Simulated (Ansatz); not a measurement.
**Correcting a cheap level on P-containing molecules**

The vertical ionisation energy (cation less neutral) in eV of 7 P-containing molecules: x at B3LYP-D4/def2-TZVPP, y at CCSD(T)/def2-TZVPP. Shapes, held fixed at every level: PBE0-D4/def2-TZVP. Flexible molecules stand in one conformer, not always the lowest. Programs: Ansatz 0.2.0.

| molecule | x (eV) | y (eV) |
| --- | --- | --- |
| P4S3 (tetraphosphorus trisulfide) | 8.98 | 9.04 |
| PH2(PH2) (diphosphine) | 9.10 | 9.14 |
| P4 (SMILES P12P3P1P23) | 9.56 | 9.60 |
| PH3(InH3) | 9.79 | 9.88 |
| PH3(GaH3) | 10.19 | ? |
| PH3 (phosphine) | 10.62 | 10.54 |
| PF3 (phosphorus trifluoride) | 12.08 | 12.07 |

Task: Fit y = c + s·x to the known rows and predict y for PH3(GaH3).

Result: 
1. Means of the 6 rows: x = 10.0217, y = 10.045.
2. Σ(Δx)² = 6.7961, Σ(Δx·Δy) = 6.5889, so the slope is 6.5889/6.7961 = 0.96951.
3. Intercept: 10.045 − (0.96951) × 10.0217 = 0.329. The largest residual of the fit is 0.085.
4. PH3(GaH3): 0.329 + 0.96951 × 10.19 = 10.21 eV.

CCSD(T)/def2-TZVPP gives 10.35 eV, so the prediction is off by -0.14 eV, more than the largest residual. Uncorrected, B3LYP-D4/def2-TZVPP misses PH3(GaH3) by -0.16 eV, and the other rows by 0.05 on average. The line removes about 10 % of this miss. Left out in turn, the other rows are missed by 0.06 eV on average, worse than no correction. Cations run unrestricted. T1 is large for P4S3 (0.022), so single-reference values are less sure there. For atoms past krypton def2 sets carry core potentials with scalar relativity. Relativity is left out for Ga. Outer-core shells of Ga, In are correlated, in sets that cover them unevenly.

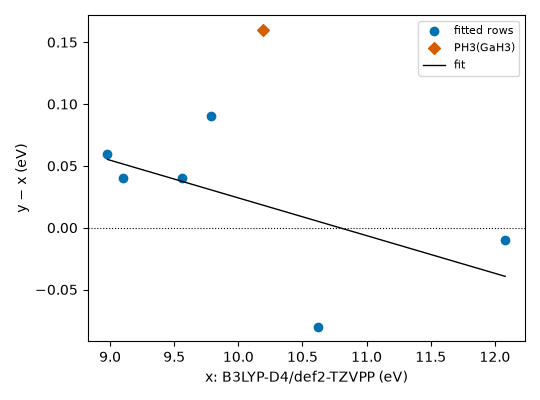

The correction y − x against x, with the fitted line and the withheld molecule.
